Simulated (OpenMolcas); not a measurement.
# W²⁺ among point charges: CASSCF levels and susceptibility

How does a field of 8 point charges split the states of W²⁺, and what χT follows?

The numbers are computed with OpenMolcas 26.06 (state-averaged CASSCF, spin-orbit coupling by RASSI with atomic mean-field integrals), except any that are marked as measured or tabulated.

1 further run of the same task is left out (it didn't finish).

### Step 1. The system

- Species: W²⁺ (tungsten, Z = 74, 72 electrons)
- Basis: ANO-RCC-VDZP [7s6p4d2f1g], 68 functions
- Scalar Hamiltonian: DKH2, point nucleus
- Inactive shells: 1s 2s 2p 3s 3p 3d 4s 4p 4d 4f 5s 5p
- Active space: 4 electrons in 5 orbitals (5d)
- Some configurations of this space: 5d4
- Orbitals: optimised for each spin and parity, averaged over all roots

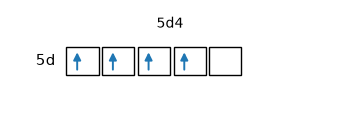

Outer shells as boxes.

The ion sits among 8 point charges of -1.2 e arranged as a cube (Oh), 1.93 Å from the ion. The active orbitals were held to one l.

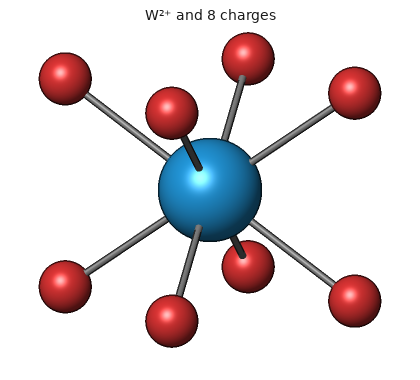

The ion and the point charges (red).

The work runs as a chain of OpenMolcas steps in one folder; each step below is one input file. Labels, J, g values, rates, χT and fits are worked out afterwards by a script from the matrices that RASSI stores. The input lists half of the charges; inversion (Group=XYZ) makes the rest.

### Step 2. GATEWAY and SEWARD: basis and integrals

Input file a.inp:

```
&GATEWAY
Coord
1

W 0.0 0.0 0.0
Basis=ANO-RCC-VDZP
Group=XYZ
NoMove
AngMom=0.0 0.0 0.0
AMFI
XField
4 Angstrom 0
1.114286 1.114286 1.114286 -1.200000
1.114286 1.114286 -1.114286 -1.200000
1.114286 -1.114286 1.114286 -1.200000
1.114286 -1.114286 -1.114286 -1.200000
&SEWARD
```

The run is started by

```bash
OMP_NUM_THREADS=1 MOLCAS_MEM=1689 MOLCAS_PROJECT=a pymolcas a.inp > a.log
```

### Step 3. CASSCF: quintets of even parity, 5 roots

Input file a.inp:

```
&RASSCF
FileOrb=start.orb
Symmetry=1
Spin=5
nActEl=4 0 0
Inactive=15 19
Ras2=5 0
CIRoot=5 5 1
SDav=5
CIMx=300
Iter=120 100
PrWF=0.3
OrbListing=Nothing
MaxOrb=0
SupSym
1
20 4 5 6 7 8 10 11 12 13 14 16 17 18 19 20 23 24 25 26 27
0
>>> COPY $Project.JobIph JOB001
```

start.orb holds the contracted functions of the basis, ordered by shell, or the orbitals of the step before.

### Step 4. CASSCF: triplets of even parity, 45 roots

Input file a.inp:

```
&RASSCF
FileOrb=start.orb
Symmetry=1
Spin=3
nActEl=4 0 0
Inactive=15 19
Ras2=5 0
CIRoot=45 45 1
SDav=45
CIMx=300
Iter=120 100
PrWF=0.3
OrbListing=Nothing
MaxOrb=0
SupSym
1
20 4 5 6 7 8 10 11 12 13 14 16 17 18 19 20 23 24 25 26 27
0
>>> COPY $Project.JobIph JOB002
```

### Step 5. Reference wave functions, singlets of even parity, 50 roots

Input file a.inp:

```
&RASSCF
FileOrb=start.orb
Symmetry=1
Spin=1
nActEl=4 0 0
Inactive=15 19
Ras2=5 0
CIRoot=50 50 1
SDav=50
CIMx=300
Iter=120 100
PrWF=0.3
OrbListing=Nothing
MaxOrb=0
SupSym
1
20 4 5 6 7 8 10 11 12 13 14 16 17 18 19 20 23 24 25 26 27
0
>>> COPY $Project.JobIph JOB003
```

### Step 6. State interaction with spin-orbit coupling

Input file a.inp:

```
&RASSI
NrOfJobIphs=3 5 45 50
1 2 3 4 5
1 2 3 4 5 6 7 8 9 10 11 12 13 14 15 16 17 18 19 20 21 22 23 24 25 26 27
28 29 30 31 32 33 34 35 36 37 38 39 40 41 42 43 44 45
1 2 3 4 5 6 7 8 9 10 11 12 13 14 15 16 17 18 19 20 21 22 23 24 25 26 27
28 29 30 31 32 33 34 35 36 37 38 39 40 41 42 43 44 45 46 47 48 49 50
IphNames
JOB001
JOB002
JOB003
EJob
SpinOrbit
DIPRint=1.0
SOCoupling=1000.0
Subsets=2
Property=9
'ANGMOM' 1 'ANGMOM' 2 'ANGMOM' 3 'MLTPL  1' 1 'MLTPL  1' 2 'MLTPL  1' 3
'AMFI' 1 'AMFI' 2 'AMFI' 3
SOProperty=3
'ANGMOM' 1 'ANGMOM' 2 'ANGMOM' 3
```

**Question.** What will these runs give? Wanted: spin-free ground state; first state of the same spin within the active space; lowest level; next level.

**Answer**, as computed:

```
                                            quantity                            value
                                              method                           CASSCF
                              spin-free ground state  1A1, 1-fold in its orbital part
first state of the same spin within the active space                1T1 at 14400 cm⁻¹
                                        lowest level                        1-fold A1
                                          next level                      7866.9 cm⁻¹
                                         χT at 300 K                   0.08 cm³ K/mol
                           effective moment at 300 K                          0.81 μB
```

In words: The spin-free ground state (1A1) comes to 54 % from free-ion G terms and has less than the highest spin computed. A ligand-field fit to the states below 45000 cm-1 gives 10Dq = -17044 cm-1, B = 608 cm-1 and C = 2646 cm-1 (C/B = 4.35), with a deviation of 306 cm-1. The field of point charges can differ much from that of real complexes. With metal d orbitals alone active, the gaps between spin states are rough; where two lie within a few thousand cm-1, their order is open. This is an electrostatic model: the charges have no orbitals.
